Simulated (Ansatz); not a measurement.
# AlRu (Pm-3m): surface slab from a Python script

The task is a surface slab, for AlRu (Pm-3m).

Program: Ansatz 0.2.0, driven from Python. Level of theory: DFT PBE+D3(BJ) with three-body term, plane waves, PAW. These are calculated values, not measurements.

### Step 1. Starting point

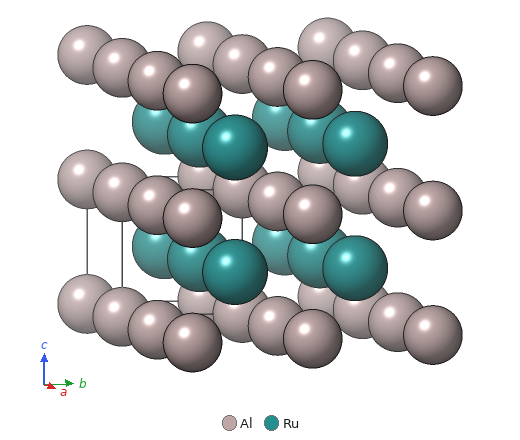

The starting structure, viewed slightly off an axis; aluminium light grey, ruthenium teal. 3×2×2 cells are drawn. Atoms on cell faces are repeated.

The script reads POSCAR:

```text
AlRu
1.0
   2.99160000    0.00000000    0.00000000
   0.00000000    2.99160000    0.00000000
   0.00000000    0.00000000    2.99160000
Al Ru
1 1
Direct
   0.00000000    0.00000000    0.00000000
   0.50000000    0.50000000    0.50000000
```

### Step 2. The code

File alru.py:

```python
"""Slab calculation for AlRu."""

import ansatz as az
from ase.build import surface
from ase.io import read
import numpy as np

SETTINGS = {
    "width_ev": 0.01,
    "max_iterations": 80,
    "functional": "PBE",
    "vdw": "d3bjatm",
}

atoms = read("POSCAR", format="vasp")
# Miller indices count the vectors of the cell as typed
slab = surface(atoms, (1, 1, 1), 5, vacuum=6.0)
slab.pbc = True

print(slab.get_chemical_formula(), "area {:.3f} A^2, cell height {:.2f} A".format(np.linalg.norm(np.cross(slab.cell[0], slab.cell[1])), slab.cell[2, 2]))


def prepared(structure):
    return (
        az.Crystal.from_ase(structure).calculation()
        .accuracy("low")
        .occupations(az.OccupationsMethod.FERMI_DIRAC, width=SETTINGS["width_ev"])
        .scf(max_iterations=SETTINGS["max_iterations"])
        .functional(SETTINGS["functional"], dispersion=SETTINGS["vdw"])
    )


calc = (
    prepared(slab)
    .kpoints(5, 5, 1)
    .electric_field(axis=3, dipole_correction=True)
    .potential()
    .forces()
)
out = calc.run(threads=1, backend="cpu")
data = out.report

print(f"slab free energy {data['free_energy_ev']:.4f} eV, Fermi level {data['fermi_energy_ev']:.3f} eV")
for key, value in data["work_function"].items():
    if isinstance(value, float):
        print(f"{key:34s} {value:12.5f}")

# two faces, so half the excess energy for each
bulk = prepared(atoms).kpoints(8, 8, 8).run(threads=1, backend="cpu").report
excess = data["free_energy_ev"] - bulk["free_energy_ev"] * len(slab) / len(atoms)
area = np.linalg.norm(np.cross(slab.cell[0], slab.cell[1]))
print(f"mean surface energy {excess / (2 * area) * 16.02177:.3f} J/m^2 ({1000 * excess / (2 * area):.1f} meV/A^2)")

print("z (A) and force along z (eV/A)")
for site, force in sorted(zip(out.lattice.sites, data["forces_ev_ang"]), key=lambda pair: pair[0].position_ang[2]):
    print(f"{site.symbol:3s} {site.position_ang[2]:8.3f} {force[2]:9.4f}")
```

### Step 3. The run

Run with:

```sh
python alru.py
```

Log:

```text
Al5Ru5 area 15.501 A^2, cell height 19.77 A
DeckWarning: basis.ecutwfc = 420 eV, auto-derived from the records' recommended cutoffs: set by Al (normal level)
RunWarning: efield: at this solve's end the planar-averaged density reaches 3.94e-5 e/Å³ inside the ramp window [0.8994, 0.1006] (bound 1e-5 e/Å³); the window's nearer edge stands 4.01 Å from this solve's nearest atom along the axis. Its work functions, free energy, forces, stress, [...]
RunWarning: dispersion: an atom stands within reach of a switch of its C6 between two reference coordination numbers of its element: through that C6 alone, e_disp changes by 0.025 eV or more while the distances to its neighbours run over a stretch of 0.05 Å that contains this geometry [...]
RunWarning: The output density's exchange-correlation potential varies sharply where the density is thin. Do not read a vacuum level from v_tot or v_xc, or from such a field of the output density. On a cell that repeats whose density bears no net charge and no dipole along the vacuum's [...]
slab free energy -32085.2216 eV, Fermi level 4.702 eV
ramp_position                           0.95000
ramp_width                              0.10000
amplitude_v_ang                         0.00000
dipole_field_v_ang                      0.01735
dipole_moment_e_ang                     0.02938
phi_plus_ev                             4.12447
phi_minus_ev                            4.46776
vacuum_level_plus_ev                    8.82621
vacuum_level_minus_ev                   9.16950
flatness_plus_ev_ang                    0.00426
flatness_minus_ev_ang                   0.00230
ramp_density_extremum_e_ang3            0.00004
ramp_density_minimum_e_ang3            -0.00000
ramp_density_bound_e_ang3               0.00001
ramp_density_effective_e_ang3           0.00004
plane_spacing_ang                       0.14646
mean surface energy 3.374 J/m^2 (210.6 meV/A^2)
z (A) and force along z (eV/A)
Al     6.000    0.6797
Ru     6.864   -0.1585
Al     7.727    0.0437
Ru     8.591   -0.1086
Al     9.454    0.1771
Ru    10.318   -0.1182
Al    11.182    0.0487
Ru    12.045   -0.0895
Al    12.909   -0.1647
Ru    13.772   -0.3095
```

(Warnings from the package without file and line, shortened.)

Run time: 17 s. Hardware: 1 thread of Arm Neoverse V1, shared host; peak memory 0.5 GiB.

### Step 4. Run by run

From the records of these 2 runs:

```csv
run,system,space group,k mesh,efield.axis,efield.dipole_correction,energy from run 2 (meV/atom),SCF cycles,CPU time (s)
1,AlRu (10 atoms),P3m1,"[5, 5, 1]",3,yes,652.90,12,15
2,AlRu (2 atoms),Pm-3m,"[8, 8, 8]",not set,not set,0.00,6,0.88
```

Energies are free energies F = E - TS of the smeared occupations. 

### Step 5. Potential across the slab (run 1)

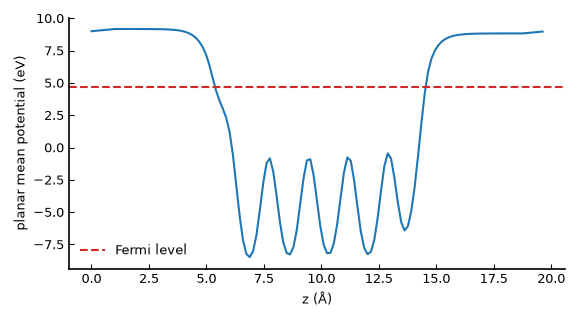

Electrostatic potential, averaged over planes, with the Fermi level.

Vacuum levels 8.826 and 9.170 eV, Fermi level 4.702 eV.

### Step 6. Outcome

| quantity | value |
| --- | --- |
| mean surface energy | 3.374 J/m² |
| runs compared | 2 |
| vacuum level less Fermi level, upper / lower face (run 1) | 4.12 / 4.47 eV |

What this shows: Miller indices refer to the cell that the script starts from. The surface energy is the mean of both faces of a thin slab, not converged with thickness, and the slab isn't relaxed, which would lower it. Both runs converged, in 6 to 12 cycles. The two faces differ by 0.34 eV, so the slab carries a dipole. What to keep in mind:
- The run is spin-unpolarised.
- The density doesn't vanish in the vacuum (a short gap or a low cutoff), which blurs the vacuum level.
- The mesh is modest for a metal, so energies can be off by several to tens of meV an atom and pressures by half a GPa or more; differences at equal mesh fare better.
- The zero of the levels is a convention of the potentials, so an absolute Fermi energy is no work function.
- The slab is thin and cut from the structure as given; a cut can leave two unlike or polar faces, and the surface energy is then their mean. Miller indices refer to the vectors of the cell as typed, and the lattice isn't relaxed for this functional, so relaxation and surface energy can hold strain.
